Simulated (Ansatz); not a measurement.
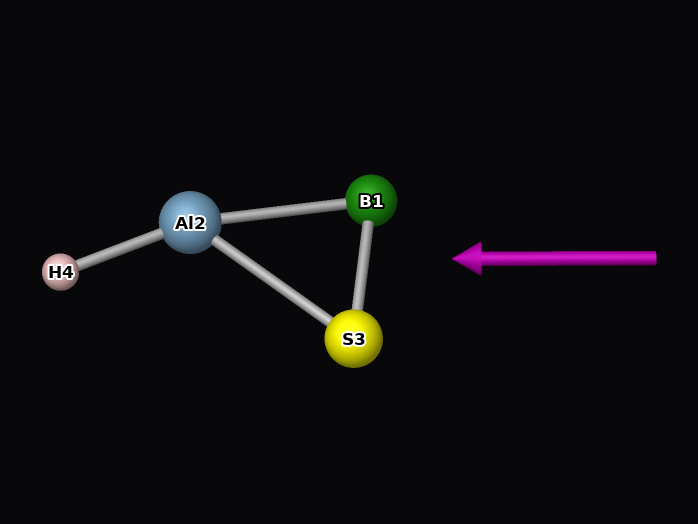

The arrow beside the molecule shows the direction of the dipole moment, from the negative to the positive end (its length means nothing). State: neutral, doublet. Computed geometry: PBE-D4/def2-SVP optimisation. No frequency run is at hand to confirm it as a minimum. Properties computed with UKS PBE-D4/def2-SVP (Ansatz 0.2.0).

**Estimate the dipole moment.**

1.99 D; it points from the side of B1 to the side of H4 (the outermost atoms at the two ends).
